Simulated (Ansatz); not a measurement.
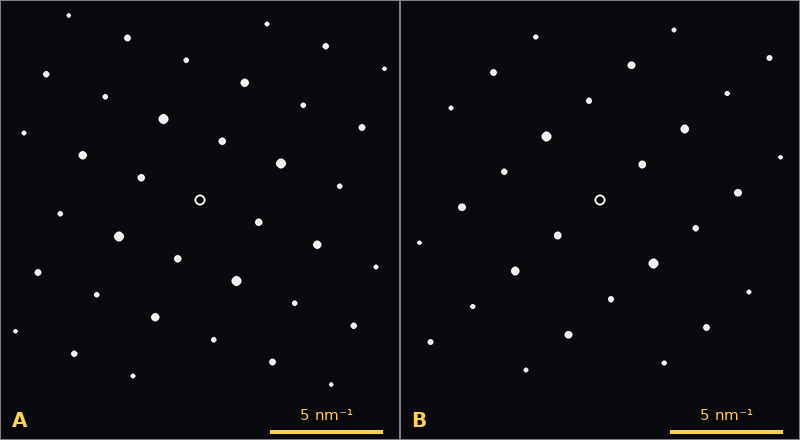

Kinematic electron diffraction patterns (300 kV, B = 0.5 Å², same scale, each along a low-index zone) of two structures of composition Ga2Cl, each relaxed at zero pressure with Ansatz 0.2.0, DFT PBE, scalar-relativistic, plane waves, PAW.

The structures (standard cells):
1. I4/mmm (No. 139), a = 5.684 Å, c = 5.348 Å, 6 atoms; generated start, possibly hypothetical
2. Fm-3m (No. 225), a = 7.079 Å, 12 atoms; generated start, possibly hypothetical

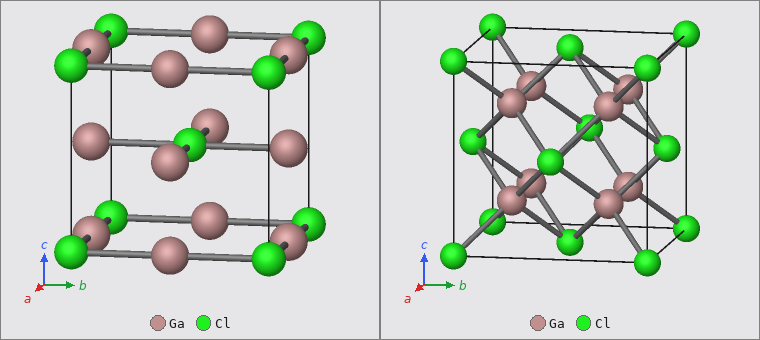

Drawings of the structures 1 to 2, from left to right (each may span several cells).

Q: Which pattern belongs to which structure, and along which zone?

A: A is structure 2 along [001] or an equivalent direction: square net of 2 0 0 at d = 3.54 Å and 0 2 0 at d = 3.54 Å, 90.0° apart. B is structure 1 along [110] or an equivalent direction: rectangular net of 1 -1 0 at d = 4.02 Å and 0 0 2 at d = 2.67 Å, 90.0° apart.

Q: Rank the structures by their computed energy.

A: Structure 1 (I4/mmm, 28.80 Å³ an atom) is the lowest of these; structure 2 (Fm-3m, 29.56 Å³ an atom) lies about 170 meV an atom higher. These are static energies at 0 K; other structures, not shown, may lie lower still.
